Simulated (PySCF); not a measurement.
## A study: CH6Si, SMILES `C[SiH3]`

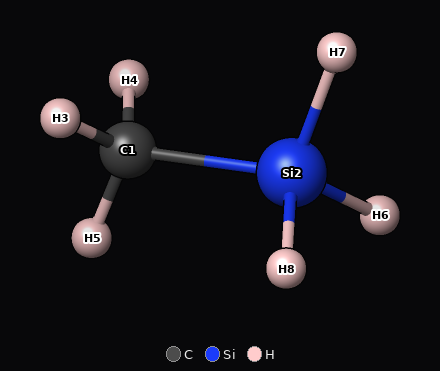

The molecule, with its atoms numbered as below. No frequency check shows the geometry to be a minimum.

Cartesian coordinates (Å):

```
C1      -1.2503   -0.0001    0.0000
Si2      0.6452    0.0000    0.0000
H3      -1.6452   -0.1097    1.0064
H4      -1.6452    0.9265   -0.4081
H5      -1.6453   -0.8166   -0.5983
H6       1.1352    0.1536   -1.3718
H7       1.1352    1.1112    0.8189
H8       1.1351   -1.2648    0.5529
```

## 1. Bonding charge

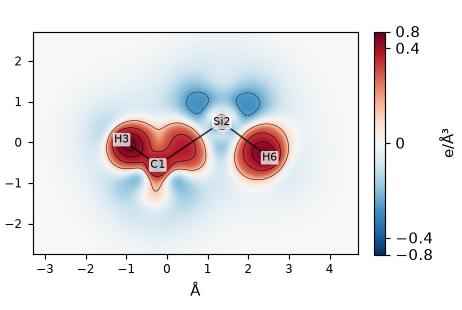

Deformation density (molecule less spherical, spin-averaged free atoms) in the plane of C1, Si2, H3 and H6; colour scale in e/Å³, logarithmic beyond ±0.1; red: gain, blue: loss.

PySCF calculation, BP86/cc-pVDZ, gas phase; geometry: GFN2-xTB.

Question: How much density has each bond in this plane gained at its critical point, relative to the free atoms?

Answer: C1–H3: +0.59 e/Å³ at the bond critical point (bond length 1.09 Å, Mayer order 1.0). Si2–H6: +0.14 e/Å³ at the bond critical point (bond length 1.47 Å, Mayer order 0.9). C1–Si2: +0.11 e/Å³ at the bond critical point (bond length 1.90 Å, Mayer order 1.1); up to 0.6 Å beside the axis the gain reaches +0.31 e/Å³. In all, 1.6 electrons gather in the regions of gain relative to the promolecule. A small or negative value marks a very polar bond, one between electron-rich atoms, whose free-atom densities already overlap strongly, a long bond to a heavier atom, or a closed-shell contact such as a hydrogen bond.

## 2. Local ionisation energy

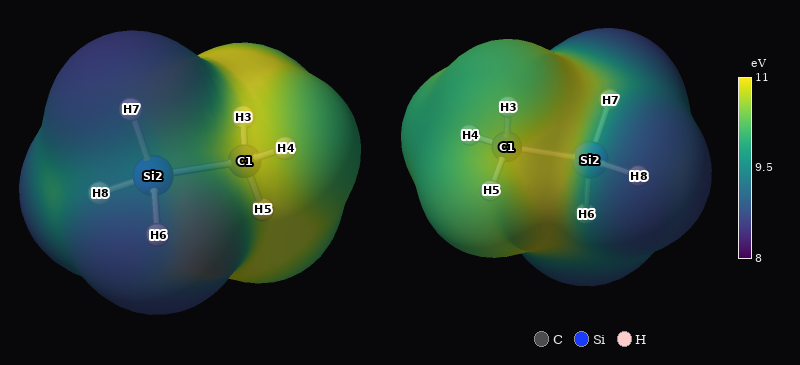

Average local ionisation energy on the surface of electron density 0.001 a.u. (back view left, front view right).

Question: Locate the minima of the map.

Answer: The lowest value is 8.6 eV, 1.4 Å from H6, and at like points elsewhere. Further minima include 9.9 eV, near H5 (1.76 Å), H4 (1.83 Å), H3 (1.93 Å) and C1 (1.93 Å). For comparison, the highest occupied orbital lies at −7.8 eV.

Question: What volume does the surface enclose, and what is the dipole moment?

Answer: About 83 Å³; the dipole moment is 0.7 D.

## 3. Excited states

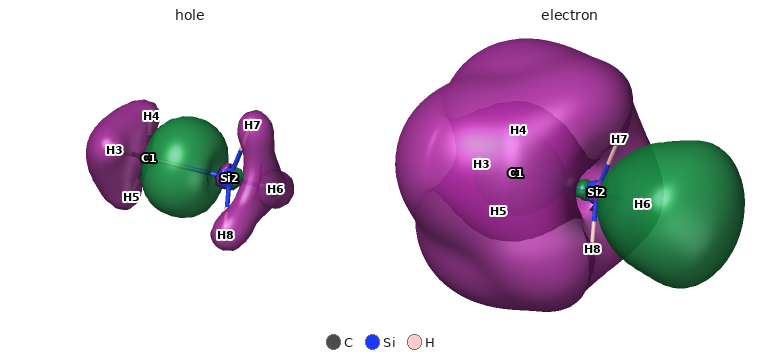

Leading natural transition orbital pair of S₁ (TDA singlet states); the surfaces enclose about 70 % of each orbital's density.

Method: PBE0/def2-TZVP; geometry: GFN2-xTB; program: PySCF. Without diffuse functions Rydberg states are missing, so the states' numbers hold for this basis only.

Question: Where does the state lie, and where do hole and electron sit?

Answer: 8.66 eV (143 nm), f = 0.222 (bright), partly diffuse acceptor orbital, which a basis without diffuse functions describes poorly; the leading pair carries 98 %; hole on C1 (43 %), Si2 (30 %) and H3, H4 and H5 (5 % each), electron on Si2 (36 %), C1 (15 %) and H3, H4 and H5 (10 % each) (atom shares of so diffuse an orbital are rough); their centroids lie 0.3 Å apart; S₂ and S₃ lie within 0.1 eV of it. In canonical orbitals it is mainly HOMO → LUMO (96 %). The HOMO–LUMO gap is 9.80 eV.

## 4. Removing or adding an electron

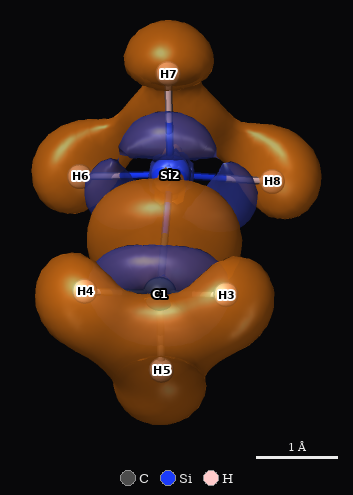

Fukui function f⁻ = ρ(N) − ρ(N−1) at fixed geometry, surfaces at ±0.03 e/Å³ (orange positive, blue negative).

Method: TPSS/def2-SVPD; geometry: GFN2-xTB; program: PySCF.

Question: Which atoms respond most to the removal of an electron?

Answer: f⁻ (Hirshfeld-condensed) is largest on Si2 (0.24) and C1 (0.22); the vertical ionisation energy is 11.36 eV. Condensed values hint at sites of electrophilic attack but needn't mark the atom that reacts. Shares this close don't rank the sites. Orbital relaxation makes it negative in places (0.19 e in all).

## 5. Localised orbitals

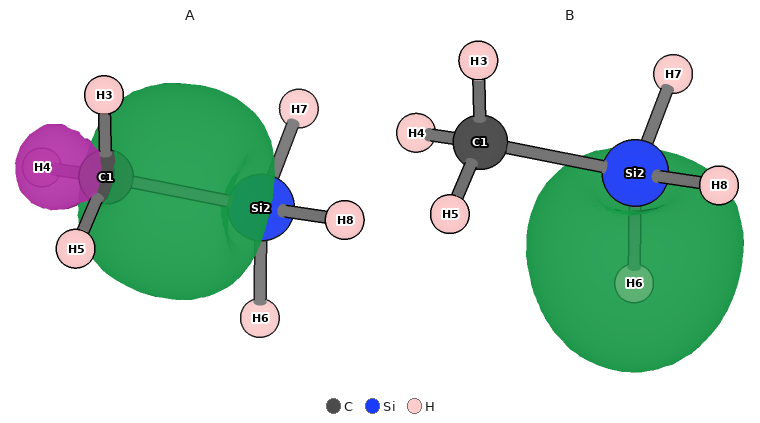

Intrinsic bond orbitals (IBO), occupied; each surface holds about 85 % of the orbital's density. Energies are diagonal elements of the Fock matrix.

PySCF calculation, PBE0/6-31+G*, gas phase; geometry: GFN2-xTB.

Question: Identify each orbital.

Answer: By panel:
- A: σ bond C1–Si2 (C1 63 %, Si2 37 %; −11.7 eV)
- B: σ bond H6–Si2 (H6 55 %, Si2 44 %; −11.1 eV)

Question: How do all the valence pairs divide up?

Answer: 7 pairs: 7 σ bonds.

## 6. Stretching a bond

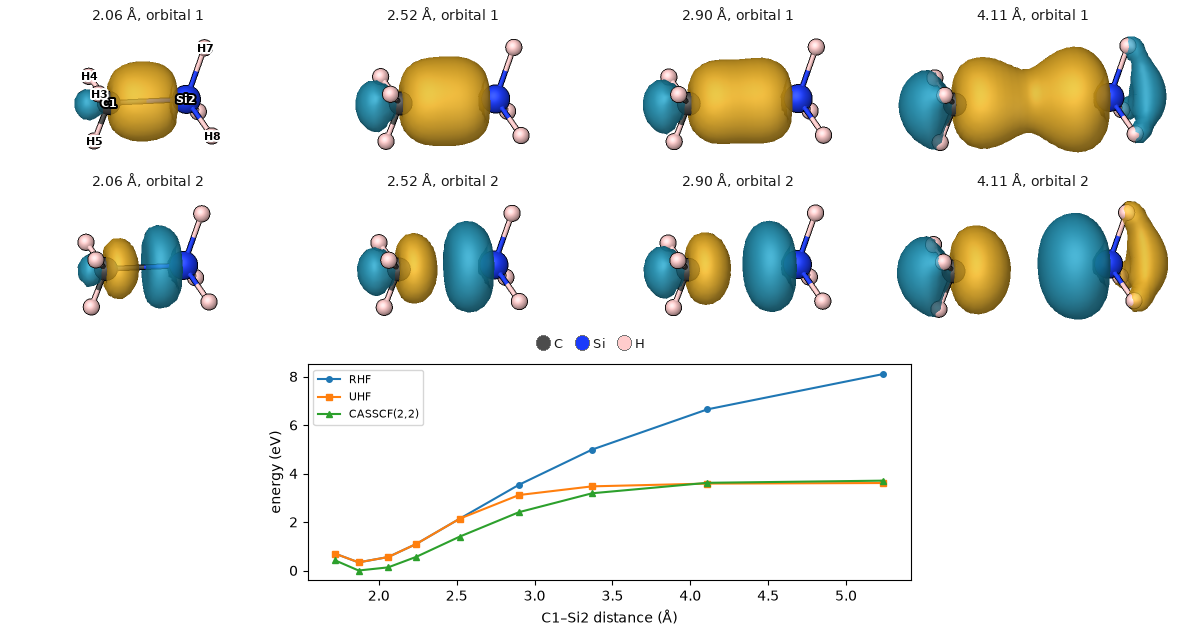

Rigid stretch of the C1–Si2 bond. The two CASSCF(2,2) natural orbitals nearest half filling (orbital 1 the more occupied). Below: energies along the scan, from the lowest point of the three curves.

Level of theory: 6-31G* basis (PySCF), at a geometry from GFN2-xTB.

Question: How do the occupations change along the stretch?

Answer: 2.06 Å: 1.97 and 0.03; 2.52 Å: 1.92 and 0.08; 2.90 Å: 1.82 and 0.18; 4.11 Å: 1.28 and 0.72. At the longest distance computed (5.24 Å) they are 1.06 and 0.94, and the effective number of unpaired electrons is 2.0.

Question: Where does the UHF solution part from RHF?

Answer: Between 2.52 Å (⟨S²⟩ = 0, the two coincide) and 2.90 Å (⟨S²⟩ = 0.59); at 5.24 Å ⟨S²⟩ is 1.01 and UHF lies 4.5 eV below RHF.

Question: How much energy does the stretch cost?

Answer: By CASSCF, 3.7 eV from the lowest point of the scan (1.87 Å) to 5.24 Å; RHF gives 7.8 eV from its own lowest point. The fragments aren't relaxed and dynamic correlation is missing, so this isn't a bond dissociation energy.

The PySCF runs shown took 3.6 s, 40 s, 65 s, 2.4 s and 10 s on 1 thread of Intel(R) Xeon(R) 6975P-C (Granite Rapids) (shared host).
